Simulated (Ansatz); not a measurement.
```xyz
4
charge 0, multiplicity 2
Si    0.0407    0.0616   -0.0013
H     0.8059   -1.0604    0.5898
H    -0.3273   -0.2238   -1.4099
H    -1.1663    0.3628    0.8027
```

Geometry: a fixed input geometry, not necessarily a minimum.

Work out the structure from the coordinates.

The molecule is SiH₃. As SMILES it reads `[SiH3]`. Among its groups: Si–H bond. It is an open-shell species. Coordination: 1 Si trigonal pyramidal.

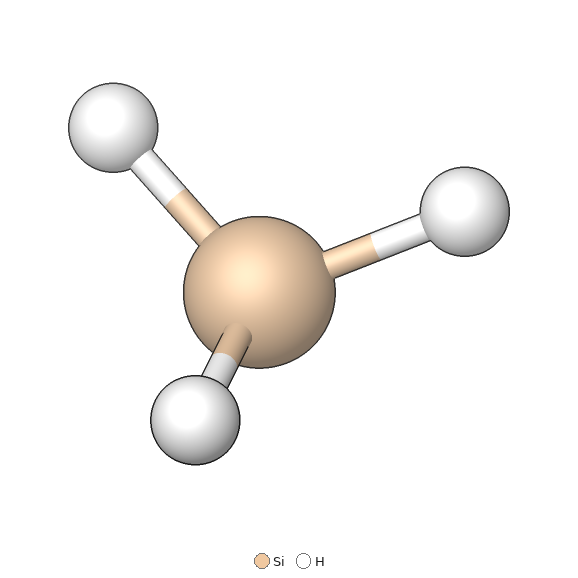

The picture comes from a calculation with Ansatz.
